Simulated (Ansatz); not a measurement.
# Fields on a plane of Be2C (antifluorite type, space group Fm-3m)

```yaml
crystal:
  lattice:
    - [0.00000, 2.16420, 2.16420]
    - [2.16420, 0.00000, 2.16420]
    - [2.16420, 2.16420, 0.00000]
  atoms:
    - { symbol: Be, position: [0.75000, 0.75000, 0.75000] }
    - { symbol: Be, position: [0.25000, 0.25000, 0.25000] }
    - { symbol: C, position: [0.00000, 0.00000, 0.00000] }
```

The slice is a {110} plane (indices of the conventional cell) through the point (0.250, 0.250, 0.250) (fractional), spanned by u = [100] and v = [1 -1 -1] in vectors of this cell: u (3.06 Å) and v (4.33 Å, at 90° to u). It covers one period; positions are fractions (u, v).

Atoms on it: Be at (0.00, 0.50); Be at (0.00, 0.00); C at (0.50, 0.25).

Method: PBE (plane waves to 420 eV, PAW, scalar-relativistic; Ansatz, an electronic-structure program). k mesh 13×13×13. These are valence fields of a PAW run, semicore shells included where kept as valence: close to a nucleus they are smooth pseudo fields. Be2C was relaxed with its symmetry unable to fall.

```
|xx00234555543200x|
|x0001222222221000|
|11111111111111111|
|33221100000011223|
|44321100000011234|
|44332100000012334|
|44321100000011234|
|33221100000011223|
|11111111111111111|
|x0001222222221000|
|xx00234555543200x|
|xxx146777777641xx|
|xx04788888888740x|
|x0379999999999730|
|12589998888999852|
|34799986xx6899974|
|4579997xxxx799975|
|4579996xxxx699975|
|4579997xxxx799975|
|34799986xx6899974|
|12589998888999852|
|x0379999999999730|
|xx04788888888740x|
|xxx146777777641xx|
```
Scale: ten equal steps from 0.01 (start of '0') to 0.83 (end of '9'), in the order '0123456789'. Values: electron localisation function (ELF). The map has 17 points along u (one character each, u = 0 at the left) and 24 along v (v = 0 in the bottom row). Points within 0.4 Å of a nucleus are blanked (x), as the pseudised field means little there.

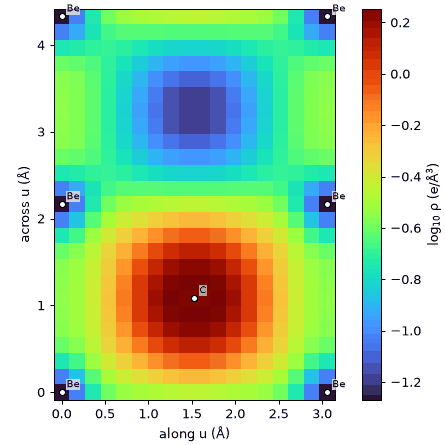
*Log₁₀ of the valence density in e/Å³, one period of the plane, atoms marked. The scale is logarithmic, as a density can span decades between atoms and voids.*

The density on the Be–C line (1.87 Å) at its midpoint is 0.62 e/Å³ and the ELF at that point is 0.8. ELF maximum in the middle third of the Be–C line: 0.83, 1.0 Å from Be.
